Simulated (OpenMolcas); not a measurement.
**Ta³⁺ among point charges: CASSCF levels and susceptibility**

Aim: the splitting of the states of Ta³⁺ in the field of 6 point charges, its lowest levels with spin-orbit coupling and its magnetic susceptibility.

Method: state-averaged CASSCF, spin-orbit coupling by RASSI with atomic mean-field integrals. Code: OpenMolcas 26.06.

1 further run of the same task is left out (it didn't finish).

## (1) What is computed

```
Species                           : Ta³⁺ (tantalum, Z = 73, 70 electrons)
Basis                             : ANO-RCC-VDZP [7s6p4d2f1g], 68 functions
Scalar Hamiltonian                : DKH2, point nucleus
Inactive shells                   : 1s 2s 2p 3s 3p 3d 4s 4p 4d 4f 5s 5p
Active space                      : 2 electrons in 5 orbitals (5d)
Some configurations of this space : 5d2
Orbitals                          : optimised for each spin and parity, averaged over all roots
```

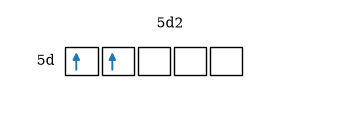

Outer shells as boxes.

The ion sits among 6 point charges of -1.7 e arranged as a tetragonal octahedron (D4h), 1.78 Å from the ion, with the axial distance 1.869 Å. The active orbitals were held to one l.

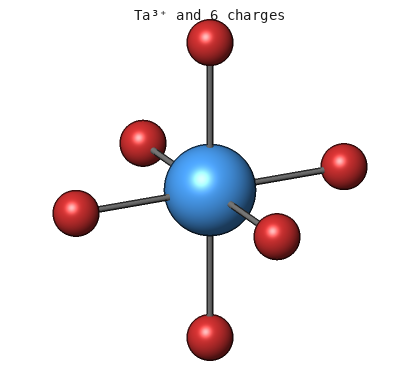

The ion and the point charges (red).

Each step is its own input file, run in one work folder so that later steps find the files of earlier ones. Labels, J, g values, rates, χT and fits are worked out afterwards by a script from the matrices that RASSI stores. The input lists half of the charges; inversion (Group=XYZ) makes the rest.

## (2) One- and two-electron integrals

a.inp reads:

```
&GATEWAY
Coord
1

Ta 0.0 0.0 0.0
Basis=ANO-RCC-VDZP
Group=XYZ
NoMove
AngMom=0.0 0.0 0.0
AMFI
XField
3 Angstrom 0
1.780000 0.000000 0.000000 -1.700000
0.000000 1.780000 0.000000 -1.700000
0.000000 0.000000 1.869000 -1.700000
&SEWARD
```

Run with:

```console
OMP_NUM_THREADS=1 MOLCAS_MEM=1689 MOLCAS_PROJECT=a pymolcas a.inp > a.log
```

Standard output:

```text
Basis set label: TA.ANO-RCC...7S6P4D2F1G.

      Electronic valence basis set:
      ------------------
      Associated Effective Charge  73.000000 au
      Associated Actual Charge     73.000000 au
      Nuclear Model: Point charge

      Shell  nPrim  nBasis  Cartesian Spherical Contaminant
         s      24       7        X
         p      21       6        X
         d      15       4                 X
         f      11       2                 X
         g       4       1                 X
                  Relativistic Douglas-Kroll-Hess integrals:
                    - DKH order of Hamiltonian: 2
                    - DKH order of Properties : 0
                  Atomic mean-field integrals
```

## (3) Reference wave functions, triplets of even parity, 10 roots

a.inp reads:

```
&RASSCF
FileOrb=start.orb
Symmetry=1
Spin=3
nActEl=2 0 0
Inactive=15 19
Ras2=5 0
CIRoot=10 10 1
SDav=10
CIMx=300
Iter=120 100
PrWF=0.3
OrbListing=Nothing
MaxOrb=0
SupSym
1
20 4 5 6 7 8 10 11 12 13 14 16 17 18 19 20 23 24 25 26 27
0
>>> COPY $Project.JobIph JOB001
```

start.orb holds the contracted functions of the basis, ordered by shell, or the orbitals of the step before.

Standard output, shortened:

```text
[...]
      Number of active orbitals                  5
[...]
      Spin quantum number                      1.0
[...]
      Active orbitals                            5   0
[...]
      Number of CSFs                            10
      Number of root(s) required                10
[...]
      Convergence after  9 iterations
[...]
      Natural orbitals and occupation numbers for root  1
      sym 1:   0.993877   0.993877  -0.000000   0.006123   0.006123
      Natural orbitals and occupation numbers for root  2
      sym 1:   0.990579   0.990579   0.009421   0.009421  -0.000000
      Natural orbitals and occupation numbers for root  3
      sym 1:   0.990579   0.009421   0.009421   0.990579   0.000000
::    RASSCF root number  1 Total energy: -15597.44536062
::    RASSCF root number  2 Total energy: -15597.43601851
::    RASSCF root number  3 Total energy: -15597.43601851
[...]
::    RASSCF root number  7 Total energy: -15597.26179532
::    RASSCF root number  8 Total energy: -15597.26179532
::    RASSCF root number  9 Total energy: -15597.23731868
::    RASSCF root number 10 Total energy: -15597.13117478
```

## (4) CASSCF: singlets of even parity, 15 roots

a.inp reads:

```
&RASSCF
FileOrb=start.orb
Symmetry=1
Spin=1
nActEl=2 0 0
Inactive=15 19
Ras2=5 0
CIRoot=15 15 1
SDav=15
CIMx=300
Iter=120 100
PrWF=0.3
OrbListing=Nothing
MaxOrb=0
SupSym
1
20 4 5 6 7 8 10 11 12 13 14 16 17 18 19 20 23 24 25 26 27
0
>>> COPY $Project.JobIph JOB002
```

Run with:

```console
OMP_NUM_THREADS=1 MOLCAS_MEM=1689 MOLCAS_PROJECT=a pymolcas a.inp > a.log
```

Standard output, shortened:

```text
[...]
      Number of active orbitals                  5
[...]
      Spin quantum number                      0.0
[...]
      Active orbitals                            5   0
[...]
      Number of CSFs                            15
      Number of root(s) required                15
[...]
      Convergence after  8 iterations
[...]
      Natural orbitals and occupation numbers for root  1
      sym 1:   0.996329   0.003671   0.000000   0.996329   0.003671
      Natural orbitals and occupation numbers for root  2
      sym 1:   0.999136  -0.000000   0.000864   0.999136   0.000864
      Natural orbitals and occupation numbers for root  3
      sym 1:   0.003536   0.996464  -0.000000   0.996464   0.003536
::    RASSCF root number  1 Total energy: -15597.40801169
::    RASSCF root number  2 Total energy: -15597.40772994
::    RASSCF root number  3 Total energy: -15597.39838159
[...]
::    RASSCF root number 12 Total energy: -15597.21664568
::    RASSCF root number 13 Total energy: -15597.09201319
::    RASSCF root number 14 Total energy: -15597.08089392
::    RASSCF root number 15 Total energy: -15597.01477191
```

## (5) RASSI: spin-orbit coupling between the states

a.inp reads:

```
&RASSI
NrOfJobIphs=2 10 15
1 2 3 4 5 6 7 8 9 10
1 2 3 4 5 6 7 8 9 10 11 12 13 14 15
IphNames
JOB001
JOB002
EJob
SpinOrbit
DIPRint=1.0
SOCoupling=1000.0
Subsets=2
Property=9
'ANGMOM' 1 'ANGMOM' 2 'ANGMOM' 3 'MLTPL  1' 1 'MLTPL  1' 2 'MLTPL  1' 3
'AMFI' 1 'AMFI' 2 'AMFI' 3
SOProperty=3
'ANGMOM' 1 'ANGMOM' 2 'ANGMOM' 3
```

Run with:

```console
OMP_NUM_THREADS=1 MOLCAS_MEM=1689 MOLCAS_PROJECT=a pymolcas a.inp > a.log
```

Standard output, shortened:

```text
SPIN-FREE ENERGIES:
  (Shifted by EMIN (a.u.) =     -15597.4453606189)
 SF State       Relative EMIN(au)   Rel lowest level(eV)    D:o, cm**(-1)      L_eff
     1             0.0000000000        0.0000000000              0.0000         2.7
     2             0.0093421045        0.2542116149           2050.3549         2.8
     3             0.0093421045        0.2542116149           2050.3549         2.8
    11             0.0373489326        1.0163162311           8197.1432         3.1
    12             0.0376306772        1.0239828927           8258.9790         3.2
    13             0.0469790253        1.2783644026          10310.7043         3.1
    14             0.0469790253        1.2783644026          10310.7043         3.1
    15             0.0486890901        1.3248976355          10686.0201         3.2
    16             0.0953327820        2.5941371535          20923.1272         2.7
     4             0.1460403936        3.9739615580          32052.1616         2.9
[...]
Eigenvalues of complex Hamiltonian:
   -----------------------------------
  (Shifted by EMIN (a.u.) =     -15597.4453606189)
 SO State       Relative EMIN(au)   Rel lowest level(eV)    D:o, cm**(-1)     J-value
     1            -0.0046477770        0.0000000000              0.0000         2.5
     2            -0.0033600793        0.0350400397            282.6170         2.5
     3            -0.0033600793        0.0350400397            282.6170         2.5
     4             0.0022790738        0.1884892131           1520.2680         1.9
     5             0.0030445216        0.2093181097           1688.2644         2.0
     6             0.0100782106        0.4007145358           3231.9807         2.5
     7             0.0100782106        0.4007145357           3231.9807         2.5
     8             0.0128615274        0.4764524449           3842.8481         2.1
     9             0.0145082408        0.5212618004           4204.2600         2.5
    10             0.0366479753        1.1237146671           9063.3700         2.5
    11             0.0377135651        1.1527108420           9297.2399         2.5
[...]
```

These steps took 5.5 s in all on 1 thread of Arm Neoverse V1, shared host.

States without spin-orbit coupling:

| state | degeneracy | E (cm-1) | free-ion L (%) |
| --- | --- | --- | --- |
| 3A2 | 1 | 0 | F (86) |
| 3E | 2 | 2050 | F (87) |
| 1B2 | 1 | 8197 | G (52) |
| 1B1 | 1 | 8259 | G (55) |
| 1E | 2 | 10311 | G (52) |
| 1A1 | 1 | 10686 | G (55) |
| 1A1 | 1 | 20923 | G (53) |
| 3B2 | 1 | 32052 | F (100) |
| 3E | 2 | 33268 | F (86) |
| 3E | 2 | 40288 | P (73) |
| 1E | 2 | 41392 | G (77) |
| 1B2 | 1 | 41918 | D (52) |
| 3A2 | 1 | 45660 | P (86) |
| 1E | 2 | 46517 | G (71) |
| 1A2 | 1 | 50197 | G (100) |
| 3B1 | 1 | 68956 | F (100) |
| 1A1 | 1 | 77551 | D (47) |
| 1B1 | 1 | 79991 | D (55) |
| 1A1 | 1 | 94503 | G (47) |

With spin-orbit coupling:

```
E (cm-1)  Degeneracy  Label  2S+1               g
     0.0           1     A1     3                
   282.6           2      E     3  0.00 0.00 3.12
    1520           1     B1     3                
    1688           1     B2     3                
    3232           2      E     3  0.00 0.00 1.37
    3843           1     A2     3                
    4204           1     A1     3                
    9063           1     B2     1                
    9297           1     B1     1                
   11141           2      E     1  0.00 0.00 1.68
   11635           1     A1     1                
   21857           1     A1     1                
   32776           1     B1     3                
   32949           2      E     3  0.00 0.00 2.98
   34138           1     A2     3                
   34258           1     A1     3                
   34423           1     B2     3                
   34479           2      E     3  0.00 0.00 0.16
   34799           1     B1     3                
   41026           2      E     3  0.00 0.00 0.04
   41042           1     B2     3                
   41260           1     A1     3                
   41316           1     A2     3                
   41568           1     B1     3
```

Principal g values are given for doublets only; a zero marks a field direction without first-order Zeeman splitting.

Powder χT (cm³ K/mol): 0.00 at 2 K, 0.01 at 5 K, 0.01 at 10 K, 0.03 at 20 K, 0.06 at 50 K, 0.13 at 100 K, 0.20 at 150 K, 0.25 at 200 K, 0.29 at 250 K, 0.32 at 300 K.

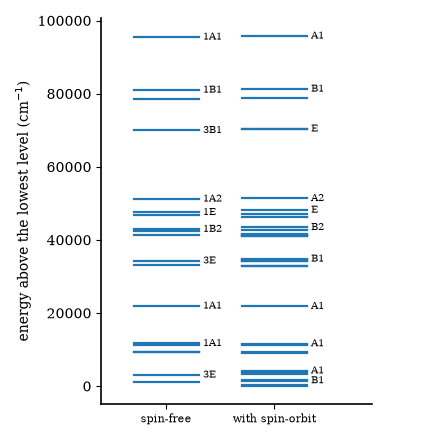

The states in the field without (left) and with (right) spin-orbit coupling.

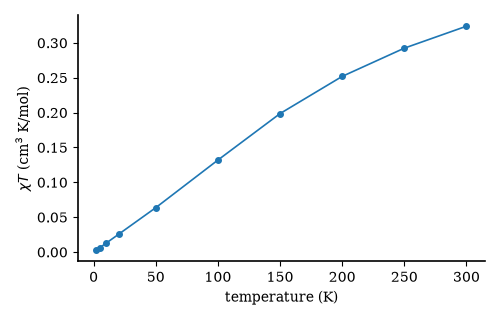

χT against temperature.

Orbitals of the lowest block (energies include the constant potential of the surroundings):

| shell | space | energy (hartree) | mean occupation | ⟨r²⟩ (bohr²) |
| --- | --- | --- | --- | --- |
| 1s | inactive | -2483.9842 | 2.000 | 0.000446 |
| 2s | inactive | -430.6058 | 2.000 | 0.00729 |
| 2p | inactive | -378.5116 | 6.000 | 0.00601 |
| 3s | inactive | -99.4463 | 2.000 | 0.0477 |
| 3p | inactive | -83.5637 | 6.000 | 0.0483 |
| 3d | inactive | -64.3015 | 10.000 | 0.0404 |
| 4s | inactive | -19.9461 | 2.000 | 0.238 |
| 4p | inactive | -14.6122 | 6.000 | 0.270 |
| 4d | inactive | -7.5132 | 10.000 | 0.318 |
| 4f | inactive | 0.3808 | 14.000 | 0.492 |
| 5s | inactive | -1.3094 | 2.000 | 1.39 |
| 5p | inactive | 0.1249 | 6.000 | 1.86 |
| 5d | RAS2 |  | 2.000 | 5.40 |

## (6) Summary of results

| quantity | value |
| --- | --- |
| method | CASSCF |
| spin-free ground state | 3A2, 1-fold in its orbital part |
| first state of the same spin within the active space | 3E at 2050 cm⁻¹ |
| lowest level | 1-fold A1 |
| next level | 282.6 cm⁻¹ |
| χT at 300 K | 0.32 cm³ K/mol |
| effective moment at 300 K | 1.61 μB |

The spin-free ground state (3A2) comes to 86 % from free-ion F terms and keeps the highest spin of the shell. χT at 300 K is 0.32, against 1.00 cm³ K/mol for the spin alone, so spin-orbit coupling lowers it. The field of point charges can differ much from that of real complexes. This is an electrostatic model: the charges have no orbitals.
